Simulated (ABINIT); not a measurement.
**Excitons of AgCl (Fm-3m): kernels and approximations**

Aim: follow the lowest exciton of AgCl (Fm-3m) as the mesh is refined.

Main program and level: ABINIT 10.8.3; PBE and many-body steps on it, plane waves.

### 1. The starting structure

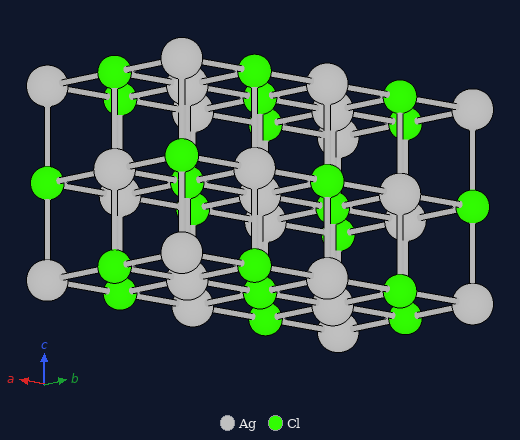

The cell as given, from a free direction (silver light grey, chlorine green). 2×1×1 cells are drawn. This picture shows the conventional cell, with its axes. Some periodic images of atoms are drawn too.

The cell and positions are those that the Materials Project relaxed with its own functionals (PBE, PBE+U or r2SCAN), kept fixed.

### 2. Empty states on the mesh, 4×4×4 mesh, 117 bands

This step: ABINIT 10.8.3; DFT, PBE, plane waves, norm-conserving pseudopotentials.

The sums over transitions need many empty states on a uniform mesh; this step solves for them.

File run.abi:

```
acell 3*1.0 Angstrom
rprim 
  0.000000000000 2.772662996800 2.772662996800
  2.772662996800 0.000000000000 2.772662996800
  2.772662996800 2.772662996800 0.000000000000
ntypat 2
znucl 47 17
natom 2
typat 1 2
xred 
  0.000000000000 0.000000000000 0.000000000000
  0.500000000000 0.500000000000 0.500000000000
pp_dirpath "pseudos"
pseudos "Ag.upf, Cl.upf"
ecut 37
ngkpt 4 4 4
nshiftk 1
shiftk 0 0 0
kptopt 1
chksymbreak 0
irdden 1
istwfk *1
nband 117
prtvol 0
optdriver 6
gwr_task "HDIAGO"
paral_kgb 0
occopt 1
indata_prefix "in"
outdata_prefix "out"
tmpdata_prefix "tmp"
```

Run with:

```sh
OMP_NUM_THREADS=1 mpirun -n 4 abinit run.abi > log
```

Numbers of over 12 decimals in the logs are rounded to 6 here.

Log:

```text
.Version 10.8.3 of ABINIT. v10.8.2 released Aug 2026.

 Symmetries : space group Fm -3 m (#225); Bravais cF (face-center cubic)
[... echo of the input left out ...]
== DATASET  1 ==================================================================
-   mpi_nproc: 4, omp_nthreads: 1 (-1 if OMP is not activated)

--- !DatasetInfo
iteration_state: {dtset: 1, }
dimensions: {natom: 2, nkpt: 8, mband: 117, nsppol: 1, nspinor: 1, nspden: 1, mpw: 3119, }
cutoff_energies: {ecut:  37.0, pawecutdg:  -1.0, }
[...]
Indirect band gap semiconductor
 Fundamental gap:     0.913 (eV)
   VBM:     4.678 (eV) at k: [ 5.0000E-01,  0.0000E+00,  0.0000E+00]
   CBM:     5.591 (eV) at k: [ 0.0000E+00,  0.0000E+00,  0.0000E+00]
 Direct gap:         3.230 (eV) at k: [ 0.0000E+00,  0.0000E+00,  0.0000E+00]

== END DATASET(S) ==============================================================
================================================================================

 -outvars: echo values of variables after computation  --------
           etotal      0.0000000000E+00
            nband         117
             nkpt           8
          spgroup         225
 [... the other variables as echoed above ...]

 Calculation completed.
```

It took 49 s on 4 MPI ranks of Arm Neoverse V1, shared host; peak memory 2.3 GiB; 3.3 min of CPU time.

This step gave:

| Item | Value |
| --- | --- |
| gap | 0.9128 eV |
| k of the valence top | 0.5, 0, 0 |
| k of the conduction bottom | 0, 0, 0 |
| least direct gap | 3.230 eV |
| k points computed | 8 |
| lowest point of the top converged band, above the valence top | 89.6683 eV |

On this mesh the gap is 0.913 eV.

The density comes from a self-consistent run that is not shown.

### 3. Screening, 4×4×4 mesh, 109 bands, screening to 163.3 eV

The RPA dielectric matrix is built and inverted for each q.

This step: RPA screening on PBE, plane waves, norm-conserving pseudopotentials.

Edit run.abi of step 2 so:

```diff
@@ -20,10 +20,11 @@
 chksymbreak 0
-irdden 1
 istwfk *1
-nband 117
-prtvol 0
-optdriver 6
-gwr_task "HDIAGO"
-paral_kgb 0
 occopt 1
+irdwfk 1
+optdriver 3
+nband 109
+ecuteps 6
+inclvkb 2
+awtr 1
+symchi 1
 indata_prefix "in"
```

Log:

```text
.Version 10.8.3 of ABINIT. v10.8.2 released Aug 2026.

 Symmetries : space group Fm -3 m (#225); Bravais cF (face-center cubic)
[... echo of the input left out ...]
== DATASET  1 ==================================================================
-   mpi_nproc: 4, omp_nthreads: 1 (-1 if OMP is not activated)

--- !DatasetInfo
iteration_state: {dtset: 1, }
dimensions: {natom: 2, nkpt: 8, mband: 109, nsppol: 1, nspinor: 1, nspden: 1, mpw: 3119, }
cutoff_energies: {ecut:  37.0, pawecutdg:  -1.0, }
[...]
--------------------------------------------------------------------------------
[... chi0 elements left out ...]
 For q-point:  0.000010 0.000020 0.000030
  dielectric constant =   5.2822
  dielectric constant without local fields =   5.7383

  Average fulfillment of the sum rule on Im[epsilon] for q-point    1 :     66.66  [%]
[... wings left out ...]
  q-point number  2        q = ( 0.250000, 0.000000, 0.000000) [r.l.u.]
--------------------------------------------------------------------------------
[... chi0 elements left out ...]
  Average fulfillment of the sum rule on Im[epsilon] for q-point    2 :     78.92  [%]

 [... 6 further q-points ...]
```

The job ended after 30 s (4 MPI ranks; peak memory 0.89 GiB; 2 min of CPU time).

This step gave:

```
ε∞ with local fields, on this mesh, along the program's q direction : 5.282
the same without local fields                                       : 5.738
plasma frequency                                                    : 29.00 eV
plane waves in the screening matrix                                 : 181
```

Local fields lower ε∞ by 8 %. On a Γ-centred mesh this coarse the value itself is usually too large, while a short band sum pulls it down.

### 4. Self-energy, 4×4×4 mesh, 109 bands, screening to 163.3 eV

The self-energy is evaluated for the states that the input lists, and the levels follow from it, in one-shot runs by the linearised quasiparticle equation.

This step: G0W0 on PBE, plane waves, norm-conserving pseudopotentials.

Edit run.abi of step 3 so:

```diff
@@ -23,8 +23,17 @@
 irdwfk 1
-optdriver 3
+optdriver 4
 nband 109
+gwcalctyp 0
+ecutsigx 37
+symsigma 1
+nkptgw 2
+kptgw 
+  0.5000000000 0.0000000000 0.0000000000
+  0.0000000000 0.0000000000 0.0000000000
+bdgw 
+  12 15
+  11 17
 ecuteps 6
-inclvkb 2
-awtr 1
-symchi 1
+irdscr 1
+ppmodel 1
 indata_prefix "in"
```

Log:

```text
.Version 10.8.3 of ABINIT. v10.8.2 released Aug 2026.

 Symmetries : space group Fm -3 m (#225); Bravais cF (face-center cubic)
[... echo of the input left out ...]
== DATASET  1 ==================================================================
-   mpi_nproc: 4, omp_nthreads: 1 (-1 if OMP is not activated)

--- !DatasetInfo
iteration_state: {dtset: 1, }
dimensions: {natom: 2, nkpt: 8, mband: 109, nsppol: 1, nspinor: 1, nspden: 1, mpw: 3119, }
cutoff_energies: {ecut:  37.0, pawecutdg:  -1.0, }
[...]
Band     E0 <VxcDFT>   SigX SigC(E0)      Z dSigC/dE  Sig(E)    E-E0       E
[...]
16  15.379 -12.290  -6.936  -4.431   0.822  -0.216 -11.532   0.759  16.138
       17  15.379 -12.290  -6.936  -4.431   0.822  -0.216 -11.532   0.759  16.138

== END DATASET(S) ==============================================================
================================================================================

 -outvars: echo values of variables after computation  --------
           etotal      0.0000000000E+00
            nband         109
             nkpt           8
          spgroup         225
 [... the other variables as echoed above ...]

 Calculation completed.
```

Wall time 8.8 s (4 MPI ranks); peak memory 0.84 GiB; 35 s of CPU time.

Numbers from this step:

```
G0W0 gap on the points computed              : 2.112 eV
starting gap on the mesh                     : 0.9128 eV
k of the valence top                         : 0.5, 0, 0
k of the conduction bottom                   : 0, 0, 0
least direct G0W0 gap on the computed points : 4.659 eV
```

The gap on the mesh goes from 0.91 eV to 2.11 eV, a correction of +1.20 eV.

The gap opens by 1.199 eV; the next steps shift the empty bands rigidly by 1.429 eV, the correction at the start's least direct gap.

### 5. Dielectric constant by perturbation theory

ε∞ sets how strongly the crystal screens. Perturbation theory gives it with local fields and without a sum over empty bands.

This step: DFT, PBE, linear response to an electric field, plane waves, norm-conserving pseudopotentials.

File run.abi:

```
acell 3*1.0 Angstrom
rprim 
  0.000000000000 2.772662996800 2.772662996800
  2.772662996800 0.000000000000 2.772662996800
  2.772662996800 2.772662996800 0.000000000000
ntypat 2
znucl 47 17
natom 2
typat 1 2
xred 
  0.000000000000 0.000000000000 0.000000000000
  0.500000000000 0.500000000000 0.500000000000
pp_dirpath "pseudos"
pseudos "Ag.upf, Cl.upf"
ecut 37
ngkpt 8 8 8
nshiftk 1
shiftk 0.5 0.5 0.5
chksymbreak 0
ndtset 3
nband 13
occopt 1
istwfk *1
nstep 60
tolwfr1 1e-18
iscf2 -3
rfelfd2 2
kptopt2 2
getwfk2 1
tolwfr2 1e-18
rfelfd3 3
kptopt3 2
getwfk3 1
getddk3 2
tolvrs3 1e-08
rfdir 1 1 1
nqpt2 1
nqpt3 1
qpt 0 0 0
prtwf3 0
prtden 0
optforces1 0
optstress1 0
kptopt1 1
indata_prefix "in"
outdata_prefix "out"
tmpdata_prefix "tmp"
```

Log:

```text
.Version 10.8.3 of ABINIT. v10.8.2 released Aug 2026.

 DATASET    1 : space group Fm -3 m (#225); Bravais cF (face-center cubic)
[... echo of the input left out ...]
== DATASET  1 ==================================================================
-   mpi_nproc: 4, omp_nthreads: 1 (-1 if OMP is not activated)

--- !DatasetInfo
iteration_state: {dtset: 1, }
dimensions: {natom: 2, nkpt: 60, mband: 13, nsppol: 1, nspinor: 1, nspden: 1, mpw: 3116, }
cutoff_energies: {ecut:  37.0, pawecutdg:  -1.0, }
[...]
(from electric field response)
   if specified in the inputs, charge neutrality has been imposed
     j1       j2             matrix element
  dir pert dir pert     real part    imaginary part

[...]
2    2   3    4        -0.0000000000         0.0000000000
   3    2   3    4        -1.4419485644         0.0000000000

== END DATASET(S) ==============================================================
================================================================================

 -outvars: echo values of variables after computation  --------
          spgroup         225
 [... the other variables as echoed above ...]

 Calculation completed.
```

Elapsed: 11 min, on 4 MPI ranks; peak memory 0.85 GiB.

The field response gives a mean ε∞ of 5.09, which the model screening below takes as its input.

### 6. Excitons

Optical absorption needs the electron-hole interaction, solved here in a basis of vertical transitions on the mesh.

This step: Bethe-Salpeter equation on PBE with a scissors shift, plane waves, norm-conserving pseudopotentials.

File run.abi:

```
acell 3*1.0 Angstrom
rprim 
  0.000000000000 2.772662996800 2.772662996800
  2.772662996800 0.000000000000 2.772662996800
  2.772662996800 2.772662996800 0.000000000000
ntypat 2
znucl 47 17
natom 2
typat 1 2
xred 
  0.000000000000 0.000000000000 0.000000000000
  0.500000000000 0.500000000000 0.500000000000
pp_dirpath "pseudos"
pseudos "Ag.upf, Cl.upf"
ecut 37
ngkpt 4 4 4
nshiftk 1
shiftk 0 0 0
kptopt 1
chksymbreak 0
istwfk *1
occopt 1
irdwfk 1
optdriver 99
bs_calctype 1
mbpt_sciss 1.429 eV
bs_loband 9
nband 15
bs_exchange_term 1
bs_coulomb_term 11
bs_coupling 0
bs_algorithm 1
bs_freq_mesh 0 8 0.05 eV
zcut 0.1 eV
ecuteps 3
ecutwfn 18.5
inclvkb 2
irdscr 1
indata_prefix "in"
outdata_prefix "out"
tmpdata_prefix "tmp"
```

Log:

```text
.Version 10.8.3 of ABINIT. v10.8.2 released Aug 2026.

 Symmetries : space group Fm -3 m (#225); Bravais cF (face-center cubic)
[... echo of the input left out ...]
== DATASET  1 ==================================================================
-   mpi_nproc: 4, omp_nthreads: 1 (-1 if OMP is not activated)

--- !DatasetInfo
iteration_state: {dtset: 1, }
dimensions: {natom: 2, nkpt: 8, mband: 15, nsppol: 1, nspinor: 1, nspden: 1, mpw: 1106, }
cutoff_energies: {ecut:  18.5, pawecutdg:  -1.0, }
electrons: {nelect:   2.60000000E+01, charge:   0.00000000E+00, occopt:   1.00000000E+00, tsmear:   1.00000000E-02, }

 Exciton: Calculation of dielectric properties by solving the Bethe-Salpeter equation
 in frequency domain and reciprocal space on a transitions basis set.
 Based on a program developed by L. Reining, V. Olevano, F. Sottile,
 S. Albrecht, and G. Onida. Incorporated in ABINIT by M. Giantomassi.

.Using double precision arithmetic ; gwpc =  8

[... cell and pseudopotentials left out ...]
--------------------------------------------------------------------------------

 ==== K-mesh for the wavefunctions ====
 Number of points in the irreducible wedge :     8
[... list of points left out ...]
 Together with 48 symmetry operations and time-reversal symmetry
 yields    64 points in the full Brillouin Zone.

 ==== Q-mesh for the screening function ====
 Number of points in the irreducible wedge :     8
[... list of points left out ...]
 Together with 48 symmetry operations and time-reversal symmetry
 yields    64 points in the full Brillouin Zone.

 vcoul_init : cutoff-mode = AUXILIARY_FUNCTION
 q-points for optical limit:   1
     1)      0.000010    0.000020    0.000030
 setmesh: FFT mesh size selected  =    20x   20x   20
          total number of points  =         8000

 ==== Fundamental parameters for the solution of the Bethe-Salpeter equation: ====
 Algorithm: Direct diagonalization.
 Dimension of the v, W matrices,  npweps  = 65
 Cutoff for the wavefunctions,    npwwfn  = 1067
 Number of k-points in the IBZ,   nkibz   = 8
 Highest empty band included,     nband   = 15
 === Spin UP ===
 Number of resonant transitions          640
 Lowest occupied state                   9
 Highest occupied state                  13
 Lowest unoccupied state                 14
 Highest unoccupied state                15
 Minimum frequency [eV]           Emin    =   0.00
 Maximum frequency [eV]           Emax    =   8.00
 Frequency step [eV]              dE      =   0.05
 Lorentzian broadening [eV]       eta     =   0.10
 RPA L0 with KS energies and KS wavefunctions
 Scissors operator energy [eV] =          1.43
 Local fields effects (v term) included
 Excitonic effects (W term) included
 Full W_GG' included
 W is read from an external SCR file
 Resonant-only calculation (Hermitian case)

 Calculating epsilon_Macro(q-->0,w), along the following directions:
 q = (  0.962909  0.000000  0.000000) [r.l.u.]
 q = (  0.000000  0.962909  0.000000) [r.l.u.]
 q = (  0.000000  0.000000  0.962909) [r.l.u.]
 q = (  0.000000  0.833904  0.833904) [r.l.u.]
 q = (  0.833904  0.000000  0.833904) [r.l.u.]
 q = (  0.833904  0.833904  0.000000) [r.l.u.]
 Number of electrons calculated from density =   25.9695; Expected =   26.0000
 average of density, n =  0.090270
 r_s =    1.3829
 omega_plasma =   28.9820 [eV]

. Writing resonant excitonic Hamiltonian on file out_BSR; file size=   0.00 [Gb].
 Direct diagonalization of the resonant excitonic Hamiltonian, Matrix size= 640
. Using LAPACK sequential version.
 Excitonic eigenvalues in eV up to n=   32
   4.10812   4.10860   4.10881   4.13461   4.13577   4.51377   4.51630   4.56503
   4.56929   4.57118   4.63515   4.63821   4.63837   4.64276   4.64338   4.64394
   4.66784   4.66842   4.66861   4.69126   4.69129   5.05254   5.10129   5.10476
   5.11349   5.11839   5.11901   5.12717   5.13298   5.13761   5.14007   5.14297

 First excitonic eigenvalue=    4.11 [eV]
 Last  excitonic eigenvalue=   13.99 [eV]

 GW  direct gap       4.66  0.00 [eV]
 EXC direct gap       4.11  0.00 [eV]
 EXC binding energy   0.55  0.00 [eV]

 Excitonic eigenvalues up to the GW energy gap [eV]
  1 (  4.11  0.00)
  2 (  4.11  0.00)
  3 (  4.11  0.00)
  4 (  4.13  0.00)
  5 (  4.14  0.00)
  6 (  4.51  0.00)
[...]
14 (  4.64  0.00)
 15 (  4.64  0.00)
 16 (  4.64  0.00)

 Macroscopic dielectric function:
 omega [eV] <KS_RPA_nlf>  <GW_RPA_nlf>  <BSE>
   0.0000   3.7059   0.0000   3.0675   0.0000   3.3808   0.0000
   0.0500   3.7063   0.0014   3.0677   0.0006   3.3811   0.0009
   0.1000   3.7073   0.0028   3.0681   0.0011   3.3817   0.0018
   0.1500   3.7090   0.0042   3.0688   0.0017   3.3828   0.0027
   0.2000   3.7115   0.0056   3.0698   0.0023   3.3844   0.0036
   0.2500   3.7146   0.0070   3.0711   0.0029   3.3865   0.0045
   0.3000   3.7184   0.0084   3.0727   0.0035   3.3889   0.0054
   0.3500   3.7230   0.0099   3.0746   0.0040   3.3919   0.0064
   0.4000   3.7283   0.0113   3.0767   0.0046   3.3953   0.0073
   0.4500   3.7343   0.0128   3.0792   0.0052   3.3992   0.0082

 Writing KS-RPA macroscopic dielectric function without local fields to file: out_RPA_NLF_MDF
 Writing GW-RPA macroscopic dielectric function without local fields to file: out_GW_NLF_MDF
 Writing EXC Macroscopic dielectric function to file: out_EXC_MDF

== END DATASET(S) ==============================================================
================================================================================

 -outvars: echo values of variables after computation  --------
           etotal      0.0000000000E+00
            nband          15
             nkpt           8
          spgroup         225
 [... the other variables as echoed above ...]

 Calculation completed.
```

Elapsed: 7.2 s, on 4 MPI ranks; peak memory 0.29 GiB.

This step gave:

```
direct gap of the transition levels                            : 4.659 eV
transitions in the window                                      : 640
first strong exciton (over a fiftieth of the strongest listed) : 4.108 eV
lowest state                                                   : 4.108 eV
binding of the lowest state below the direct gap               : 0.5509 eV
Coulomb term of one mesh cell                                  : 0.5541 eV
```

The binding is 0.99 times the screened Coulomb term of one mesh cell (0.55 eV), so it is not shown settled.

The lowest state lies at 4.108 eV, 0.551 eV under the direct gap.

Lines within 3 meV are set at the lowest of them, and the highest group, which the list may cut short, is left out; lines within 3 meV are set at the lowest of them, and the highest group, which the list may cut short, is left out. Exciton lines, with heights relative to the strongest:

```tsv
position (eV)	lines merged	oscillator strength, relative
4.108	3	100
4.135	2	0.2
4.514	2	0.1
4.565	1	47
4.569	2	90
4.635	1	0.0
```

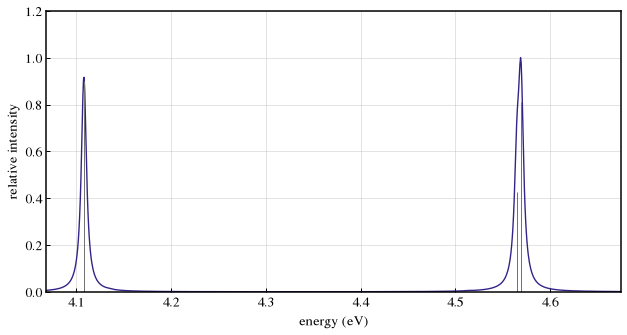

The exciton spectrum, broadened with Lorentzians of width 0.0066 eV; bars mark the lines.

The ε₂ has structure finer than the step of the table below, so its rows give means over 0.5 eV, whole bins alone (the curve runs from 0 to 7.95 eV). Peaks (eV: height): BSE 4.10: 10.3, 4.55: 13.5, 5.10: 4.62, 5.85: 17.2, 6.90: 6.36; no electron-hole interaction 4.65: 5.46, 5.15: 12.6, 5.65: 5.45, 6.40: 19.4, 7.50: 7.78; Kohn-Sham, no shift 3.25: 5.36, 3.75: 13.0, 4.25: 5.51, 5.00: 19.2, 6.05: 7.97.

Mean over the three Cartesian directions of q; broadening 0.1 eV; transition window only. Limits: finite bands, cutoff and mesh; d shell near the gap, gap tends to lie low; no spin-orbit coupling; coarse k mesh; exciton not shown settled in the k mesh. The ε₂ by photon energy; means over each step:

```tsv
photon energy (eV)	BSE	no electron-hole interaction	Kohn-Sham, no shift
0.5	0.00925	0.00584	0.0144
1.0	0.0198	0.0123	0.0319
1.5	0.0336	0.0201	0.0577
2.0	0.0542	0.0304	0.106
2.5	0.0903	0.0457	0.239
3.0	0.171	0.0713	1.88
3.5	0.480	0.123	5.05
4.0	4.92	0.286	4.96
4.5	7.31	2.45	2.72
5.0	3.14	5.95	11.0
5.5	3.63	4.10	1.77
6.0	8.87	2.80	4.36
6.5	1.41	10.7	1.27
7.0	3.65	1.55	0.476
7.5	0.802	4.44	1.33
```

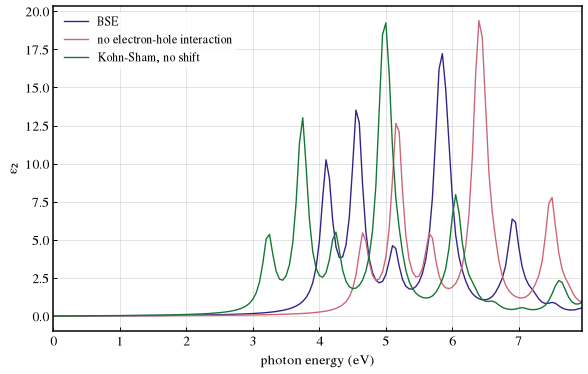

ε₂ against photon energy.

[end of part 1 of 3]

[Paths, hosts, dates, memory and timing lines, banners, echoed tables and standing remarks are left out of the program output.]

[Logs are printed without paths, hosts, clocks, repeated set-up lines and the standing remarks that a program may print on its own settings, such as how far it seeks lower states.]

[Runs of the session that timed out or met a known fault of the program may be left out.]

[Hosts, paths, dates, database ids (printed as entryN), source tags and the programs' standing remarks are cut or masked in the printed files.]

[G0W0 gaps are taken among the corrected bands and points alone; a level outside them can change the order at an edge.]

[Where Ansatz stands beside ABINIT at settings called matched, ABINIT's density can come from a denser mesh and the files from another edition; pairs whose starting gaps differed by over 0.03 eV were left out, so agreement reads better than it is.]
